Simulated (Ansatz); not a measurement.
# Si₂H₃F (SMILES F[SiH]=[SiH2]): functionals against CCSD(T) at one geometry

A test off equilibrium: a structure displaced at random from a GFN2-xTB minimum is computed at several levels, and each is set against CCSD(T).

Computed with Ansatz 0.2.0, Gaussian basis. Level: single points in def2-TZVPP.

Cores are frozen in the correlated methods.

## (1) The system as given

SMILES `F[SiH]=[SiH2]`, 6 atoms, charge 0, spin multiplicity 1.

Atoms are counted from 1 here; the program's logs count them from 0.

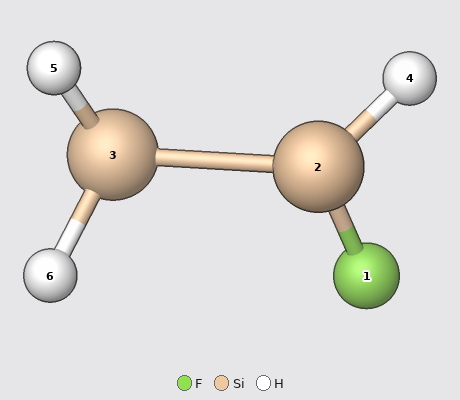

As it starts; fluorine green, silicon light orange, hydrogen white; atoms are numbered from 1 in the order of the file.

As a file:

```mol
FH3Si2
  3D, bonds by distance, orders not assigned

  6  5  0  0  0  0  0  0  0  0999 V2000
   -1.4821   -1.2949    0.6305 F   0  0
   -0.0982   -1.1173    0.0577 Si  0  0
    0.2057    1.1462   -0.2774 Si  0  0
   -0.0297   -2.1633   -0.8943 H   0  0
    1.4737    1.4767   -0.6525 H   0  0
   -0.0208    1.9034    1.0514 H   0  0
  1  2  8  0
  2  3  8  0
  2  4  8  0
  3  5  8  0
  3  6  8  0
M  END
```

## (2) CCSD(T)/def2-TZVPP

run/in.yaml

```yaml
crystal:
  periodic: [false, false, false]
  atoms:
    - {symbol: F, position_ang: [-1.482100, -1.294900, 0.630500]}
    - {symbol: Si, position_ang: [-0.098200, -1.117300, 0.057700]}
    - {symbol: Si, position_ang: [0.205700, 1.146200, -0.277400]}
    - {symbol: H, position_ang: [-0.029700, -2.163300, -0.894300]}
    - {symbol: H, position_ang: [1.473700, 1.476700, -0.652500]}
    - {symbol: H, position_ang: [-0.020800, 1.903400, 1.051400]}
basis:
  gaussian: {orbitals: def2-TZVPP}
correlation: {method: ccsd_t}
output: {forces: true}
```

No record of the launch command was kept for these runs.

## (3) PBE0-D4/def2-TZVPP

run/in.yaml: that of step 2 with these lines changed.

```diff
@@ -11,3 +11,3 @@
   gaussian: {orbitals: def2-TZVPP}
-correlation: {method: ccsd_t}
-output: {forces: true}
+hamiltonian: {xc: pbe0, dispersion: d4}
+output: {forces: true, orbitals: {seedname: orbitals}}
```

## (4) wB97M-V/def2-TZVPP

run/in.yaml: that of step 3 with these lines changed.

```diff
@@ -11,3 +11,3 @@
   gaussian: {orbitals: def2-TZVPP}
-hamiltonian: {xc: pbe0, dispersion: d4}
-output: {forces: true, orbitals: {seedname: orbitals}}
+hamiltonian: {xc: {name: wB97M-V}}
+output: {forces: true}
```

## (5) r2SCAN-D4/def2-TZVPP

run/in.yaml: that of step 4 with these lines changed.

```diff
@@ -11,3 +11,3 @@
   gaussian: {orbitals: def2-TZVPP}
-hamiltonian: {xc: {name: wB97M-V}}
+hamiltonian: {xc: r2scan, dispersion: d4}
 output: {forces: true}
```

## (6) PBE-D4/def2-TZVPP

run/in.yaml: that of step 5 with these lines changed.

```diff
@@ -11,3 +11,3 @@
   gaussian: {orbitals: def2-TZVPP}
-hamiltonian: {xc: r2scan, dispersion: d4}
+hamiltonian: {xc: pbe, dispersion: d4}
 output: {forces: true}
```

## (7) SPW92/def2-TZVPP

run/in.yaml: that of step 6 with these lines changed.

```diff
@@ -11,3 +11,3 @@
   gaussian: {orbitals: def2-TZVPP}
-hamiltonian: {xc: pbe, dispersion: d4}
+hamiltonian: {xc: lda}
 output: {forces: true}
```

## (8) HSE06-D4/def2-TZVPP

run/in.yaml: that of step 7 with these lines changed.

```diff
@@ -11,3 +11,3 @@
   gaussian: {orbitals: def2-TZVPP}
-hamiltonian: {xc: lda}
+hamiltonian: {xc: hse06, dispersion: d4}
 output: {forces: true}
```

(Steps that only read results are left out.)

Before running it: what results should come out? Wanted: energy less free atoms, CCSD(T)/def2-TZVPP; RMS force component; RMS force error; HOMO and LUMO, PBE0-D4; T1 diagnostic.

As calculated:

| quantity | value |
| --- | --- |
| energy less free atoms, CCSD(T)/def2-TZVPP | -17.304 eV |
| RMS force component | 1.800 to 1.991 eV/Å over the methods |
| RMS force error | PBE0-D4 0.136, wB97M-V 0.115, r2SCAN-D4 0.108, PBE-D4 0.232, SPW92 0.229, HSE06-D4 0.131 eV/Å |
| HOMO and LUMO, PBE0-D4 | -6.16 and -2.71 eV |
| T1 diagnostic | 0.020 |

**Reading.** Against CCSD(T) the functionals' energies less atoms differ by -2.932 to -0.153 eV, PBE-D4 by -0.507 eV. The reference is not at the basis limit: in triple zeta CCSD(T) underbinds, which counts against methods that bind more; the gaps are no ranking. The forces of r2SCAN-D4 come nearest to CCSD(T), those of PBE-D4 are farthest. Frozen-core CCSD(T) forces in triple zeta carry basis errors of their own, and this is one geometry, so small gaps rank nothing. The restricted Hartree–Fock reference is unstable towards an unrestricted one at one or more of these structures.
